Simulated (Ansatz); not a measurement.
# Saddle-point search, with input and output: Si₂NH₇O (part 2 of 2)

The same run, continued: Si₂NH₇O; RKS wB97X-V/def2-SVP (Ansatz 0.2.0). 

Geometry of the input (Å):
```
Si -0.6988  0.3654  -0.2803
N  0.6960  1.5024  0.1711
O  -0.4117  0.9461  -1.8433
H  0.3728  1.5658  -1.0322
H  -2.0180  0.8306  0.4054
Si -0.1813  -1.8616  0.2448
H  1.6295  1.2297  0.3714
H  0.5759  2.3196  0.7245
H  1.2919  -2.1369  -0.2595
H  -1.1476  -2.8171  -0.3362
H  -0.2310  -2.0221  1.7334
```

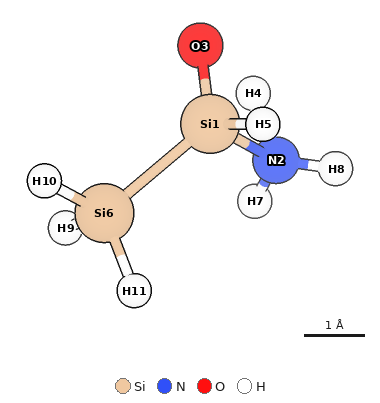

Figure 1. The geometry at step 7 of the log (ball-and-stick view, seen at an oblique angle; atoms are numbered from 1 in the order of the input).

**Trajectory as extended XYZ (Å, eV, eV/Å), 13 frames, from step=1 to step=13**
```
11
Properties=species:S:1:pos:R:3:forces:R:3 step=1 energy=-19394.45146
Si   -0.6988    0.3654   -0.2803   -0.8487   0.4999  -1.8573
N     0.6960    1.5024    0.1711   -0.5643  -0.1398   0.6047
O    -0.4117    0.9461   -1.8433   -0.0715  -0.5087   2.7341
H     0.3728    1.5658   -1.0322   -0.1046   0.1351  -2.0515
H    -2.0180    0.8306    0.4054    0.9819  -0.2237  -0.2424
Si   -0.1813   -1.8616    0.2448    1.3061   0.0913  -0.1021
H     1.6295    1.2297    0.3714    1.2395  -0.9793   0.0269
H     0.5759    2.3196    0.7245   -0.6868   1.1496   0.7052
H     1.2919   -2.1369   -0.2595   -1.2566   0.1423   0.4206
H    -1.1476   -2.8171   -0.3362   -0.0836  -0.1430  -0.2020
H    -0.2310   -2.0221    1.7334    0.0887  -0.0237  -0.0362
11
Properties=species:S:1:pos:R:3:forces:R:3 step=2 energy=-19394.68678
Si   -0.7030    0.3594   -0.3177   -0.2582   0.4497  -0.8489
N     0.6778    1.5105    0.2021    0.2797   0.0738  -0.0115
O    -0.4083    0.9341   -1.8246    0.0221  -0.1314   1.1267
H     0.4240    1.6336   -1.0243   -0.3143  -0.4232  -0.6830
H    -1.9516    0.8185    0.4121    0.3398  -0.0832  -0.1089
Si   -0.1714   -1.8510    0.2551    0.5007   0.0217  -0.0554
H     1.6264    1.1190    0.3245   -0.4894   0.4791   0.3042
H     0.4792    2.3729    0.7201    0.3730  -0.3477   0.2280
H     1.2320   -2.1522   -0.2443   -0.3985   0.0489   0.1434
H    -1.1365   -2.8059   -0.3471   -0.0567  -0.0875  -0.0609
H    -0.1910   -2.0169    1.7432    0.0018  -0.0003  -0.0337
11
Properties=species:S:1:pos:R:3:forces:R:3 step=3 energy=-19394.73424
Si   -0.7192    0.3547   -0.3474   -0.1182   0.1689  -0.2238
N     0.6608    1.5154    0.1930    0.5281   0.2868  -0.0211
O    -0.4284    0.9188   -1.8324    0.1246  -0.0151   0.4474
H     0.4430    1.6243   -1.0277   -0.2831  -0.1876  -0.2518
H    -1.9313    0.8111    0.4078    0.0378  -0.0057  -0.0209
Si   -0.1675   -1.8447    0.2533    0.0899   0.0009  -0.0156
H     1.6093    1.1503    0.3507   -0.3072   0.0919   0.1254
H     0.5114    2.3654    0.7495   -0.0109  -0.3003  -0.0132
H     1.2075   -2.1589   -0.2433   -0.0033  -0.0059  -0.0005
H    -1.1348   -2.8059   -0.3460   -0.0293  -0.0515  -0.0043
H    -0.1732   -2.0084    1.7415   -0.0283   0.0177  -0.0216
11
Properties=species:S:1:pos:R:3:forces:R:3 step=4 energy=-19394.74198
Si   -0.7256    0.3564   -0.3563   -0.0038  -0.0670   0.0179
N     0.6703    1.5198    0.1781    0.1191   0.2289   0.0152
O    -0.4318    0.9088   -1.8317    0.0195   0.0846   0.0419
H     0.4376    1.6353   -1.0194   -0.0124  -0.1365  -0.1579
H    -1.9262    0.8120    0.4057   -0.0481   0.0405   0.0364
Si   -0.1632   -1.8409    0.2495   -0.0888  -0.0098   0.0097
H     1.6035    1.1499    0.3673   -0.0090  -0.0407   0.0279
H     0.5145    2.3503    0.7538   -0.0710  -0.0814   0.0418
H     1.2031   -2.1625   -0.2465    0.1089  -0.0155  -0.0362
H    -1.1334   -2.8100   -0.3396   -0.0013  -0.0149   0.0089
H    -0.1714   -1.9971    1.7381   -0.0131   0.0118  -0.0056
11
Properties=species:S:1:pos:R:3:forces:R:3 step=5 energy=-19394.74344
Si   -0.7303    0.3585   -0.3595   -0.0088  -0.0898   0.0856
N     0.6740    1.5299    0.1702    0.0143  -0.0795  -0.0528
O    -0.4425    0.9069   -1.8316    0.0400   0.0361  -0.1212
H     0.4603    1.6216   -1.0180   -0.0487   0.0923  -0.0377
H    -1.9243    0.8189    0.4098   -0.0502   0.0321   0.0515
Si   -0.1613   -1.8393    0.2450   -0.1093  -0.0163   0.0198
H     1.5980    1.1497    0.3719    0.0936  -0.0521   0.0765
H     0.5020    2.3420    0.7633   -0.0387   0.0696  -0.0019
H     1.2054   -2.1623   -0.2526    0.0869  -0.0073  -0.0272
H    -1.1332   -2.8154   -0.3334    0.0171   0.0104   0.0048
H    -0.1707   -1.9885    1.7341    0.0037   0.0046   0.0026
11
Properties=species:S:1:pos:R:3:forces:R:3 step=6 energy=-19394.74531
Si   -0.7304    0.3578   -0.3596   -0.0081  -0.0546   0.0131
N     0.6772    1.5273    0.1686   -0.0230  -0.0340  -0.0429
O    -0.4428    0.9062   -1.8339    0.0035   0.0316  -0.0279
H     0.4565    1.6289   -1.0171    0.0138   0.0157  -0.0243
H    -1.9246    0.8213    0.4122   -0.0142   0.0197   0.0300
Si   -0.1625   -1.8406    0.2447   -0.0491  -0.0125   0.0079
H     1.6004    1.1461    0.3777    0.0529  -0.0196   0.0357
H     0.5003    2.3413    0.7585   -0.0229   0.0454   0.0147
H     1.2085   -2.1613   -0.2529    0.0287   0.0021  -0.0078
H    -1.1333   -2.8173   -0.3329    0.0143   0.0044   0.0003
H    -0.1717   -1.9879    1.7340    0.0040   0.0019   0.0011
11
Properties=species:S:1:pos:R:3:forces:R:3 step=7 energy=-19394.74588
Si   -0.7312    0.3571   -0.3600   -0.0084  -0.0130  -0.0148
N     0.6786    1.5260    0.1668   -0.0012  -0.0198  -0.0155
O    -0.4445    0.9071   -1.8349   -0.0119   0.0151   0.0072
H     0.4585    1.6300   -1.0185    0.0198  -0.0101  -0.0006
H    -1.9237    0.8242    0.4160    0.0068   0.0062   0.0112
Si   -0.1638   -1.8416    0.2443   -0.0064  -0.0078  -0.0012
H     1.6015    1.1444    0.3828    0.0036   0.0085   0.0140
H     0.4969    2.3411    0.7553   -0.0072   0.0140  -0.0020
H     1.2101   -2.1597   -0.2532   -0.0070   0.0074   0.0037
H    -1.1327   -2.8194   -0.3333    0.0101  -0.0006  -0.0017
H    -0.1721   -1.9874    1.7338    0.0019   0.0001  -0.0004
11
Properties=species:S:1:pos:R:3:forces:R:3 step=8 energy=-19394.74681
Si   -0.7367    0.3587   -0.3581   -0.0015   0.0058   0.0054
N     0.6839    1.5174    0.1641    0.0062   0.0068   0.0100
O    -0.4570    0.9148   -1.8322   -0.0025  -0.0048   0.0012
H     0.4689    1.6132   -1.0238    0.0034  -0.0005   0.0006
H    -1.9185    0.8320    0.4306    0.0008  -0.0023  -0.0012
Si   -0.1670   -1.8411    0.2412    0.0000   0.0036   0.0003
H     1.6040    1.1437    0.4055   -0.0109  -0.0025  -0.0049
H     0.4900    2.3437    0.7335    0.0025  -0.0046  -0.0090
H     1.2108   -2.1464   -0.2520    0.0028   0.0012   0.0005
H    -1.1241   -2.8274   -0.3405    0.0007   0.0004  -0.0031
H    -0.1768   -1.9867    1.7308   -0.0016  -0.0029   0.0002
11
Properties=species:S:1:pos:R:3:forces:R:3 step=9 energy=-19394.74690
Si   -0.7384    0.3601   -0.3553   -0.0029   0.0019   0.0023
N     0.6839    1.5176    0.1636    0.0082  -0.0069  -0.0017
O    -0.4594    0.9130   -1.8307    0.0016  -0.0036  -0.0026
H     0.4701    1.6096   -1.0249   -0.0069   0.0061   0.0007
H    -1.9206    0.8324    0.4328   -0.0002   0.0020   0.0015
Si   -0.1665   -1.8395    0.2421   -0.0008  -0.0018   0.0016
H     1.6020    1.1397    0.4051   -0.0014   0.0021   0.0035
H     0.4940    2.3468    0.7299    0.0015  -0.0008  -0.0037
H     1.2130   -2.1420   -0.2491   -0.0002   0.0028   0.0013
H    -1.1211   -2.8249   -0.3455    0.0024  -0.0001  -0.0022
H    -0.1794   -1.9908    1.7310   -0.0014  -0.0017  -0.0009
11
Properties=species:S:1:pos:R:3:forces:R:3 step=10 energy=-19394.74699
Si   -0.7399    0.3604   -0.3528    0.0024   0.0045   0.0018
N     0.6856    1.5163    0.1619   -0.0065   0.0004  -0.0026
O    -0.4622    0.9109   -1.8294   -0.0036  -0.0019  -0.0003
H     0.4689    1.6079   -1.0261    0.0002  -0.0034   0.0005
H    -1.9192    0.8377    0.4372    0.0017  -0.0021  -0.0005
Si   -0.1679   -1.8397    0.2431   -0.0006   0.0031  -0.0011
H     1.6040    1.1390    0.4034   -0.0031   0.0034   0.0019
H     0.4952    2.3467    0.7264    0.0084  -0.0029   0.0003
H     1.2146   -2.1343   -0.2440    0.0026  -0.0003   0.0016
H    -1.1158   -2.8267   -0.3521    0.0006   0.0003  -0.0021
H    -0.1856   -1.9963    1.7314   -0.0020  -0.0011   0.0007
11
Properties=species:S:1:pos:R:3:forces:R:3 step=11 energy=-19394.74718
Si   -0.7438    0.3624   -0.3458   -0.0050   0.0048  -0.0002
N     0.6886    1.5151    0.1560    0.0009  -0.0037  -0.0024
O    -0.4762    0.9097   -1.8255    0.0001  -0.0035   0.0023
H     0.4647    1.6041   -1.0307   -0.0027  -0.0003   0.0011
H    -1.9185    0.8401    0.4511    0.0079   0.0000  -0.0014
Si   -0.1675   -1.8376    0.2460   -0.0081  -0.0035  -0.0024
H     1.6061    1.1327    0.3924    0.0030   0.0018   0.0000
H     0.5087    2.3485    0.7191   -0.0020   0.0021   0.0026
H     1.2248   -2.1205   -0.2203    0.0018   0.0008   0.0012
H    -1.0995   -2.8241   -0.3754    0.0048   0.0007   0.0021
H    -0.2097   -2.0084    1.7322   -0.0008   0.0008  -0.0030
11
Properties=species:S:1:pos:R:3:forces:R:3 step=12 energy=-19394.74729
Si   -0.7454    0.3630   -0.3413   -0.0013   0.0038  -0.0015
N     0.6919    1.5140    0.1504   -0.0017  -0.0001  -0.0018
O    -0.4880    0.9100   -1.8229    0.0010  -0.0012   0.0048
H     0.4578    1.6049   -1.0344   -0.0003  -0.0011   0.0009
H    -1.9117    0.8441    0.4652    0.0012  -0.0001  -0.0007
Si   -0.1692   -1.8379    0.2470    0.0013  -0.0042   0.0002
H     1.6120    1.1317    0.3774   -0.0016   0.0009   0.0007
H     0.5162    2.3459    0.7173    0.0020  -0.0010  -0.0018
H     1.2329   -2.1106   -0.1965   -0.0031   0.0012   0.0008
H    -1.0840   -2.8271   -0.3947    0.0024   0.0020   0.0007
H    -0.2352   -2.0159    1.7315    0.0002  -0.0003  -0.0023
11
Properties=species:S:1:pos:R:3:forces:R:3 step=13 energy=-19394.74730
Si   -0.7469    0.3636   -0.3388   -0.0004  -0.0004   0.0008
N     0.6926    1.5134    0.1493   -0.0008   0.0008  -0.0014
O    -0.4905    0.9080   -1.8215    0.0002   0.0009  -0.0008
H     0.4578    1.6021   -1.0354   -0.0001  -0.0001   0.0004
H    -1.9114    0.8470    0.4686    0.0000  -0.0003   0.0000
Si   -0.1697   -1.8375    0.2477    0.0005  -0.0006   0.0004
H     1.6121    1.1306    0.3771    0.0006  -0.0008   0.0002
H     0.5186    2.3473    0.7137    0.0002   0.0002   0.0003
H     1.2342   -2.1053   -0.1927   -0.0004  -0.0001   0.0004
H    -1.0799   -2.8269   -0.4001    0.0004   0.0005   0.0001
H    -0.2394   -2.0204    1.7313   -0.0002  -0.0002  -0.0003
```

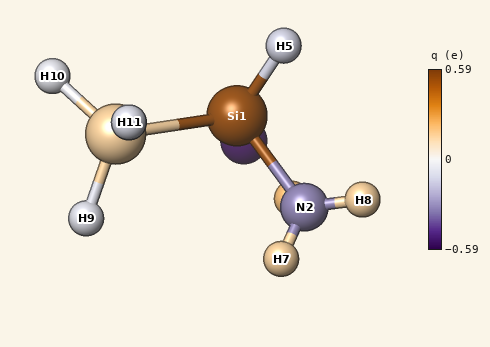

Figure 2. Mulliken charges, as the colour of each atom (ball-and-stick view, seen at a tilt; atoms are numbered from 1 in the order of the input). By element: Si +0.15 to +0.54, N −0.32, O −0.56 and H −0.13 to +0.23 e.

**Summary**

```csv
quantity,value
outcome,converged
total energy,−19394.7473 eV
largest force (length of the vector) at the end,0.002 eV/Å
dipole moment,4.52 D
hardware,"4 threads of Arm Neoverse V1, 23 GiB of memory available, shared host"
wall time,4.9 min (CPU time 19 min)
peak memory,0.48 GiB
```

The program could not tell the order of the saddle point.
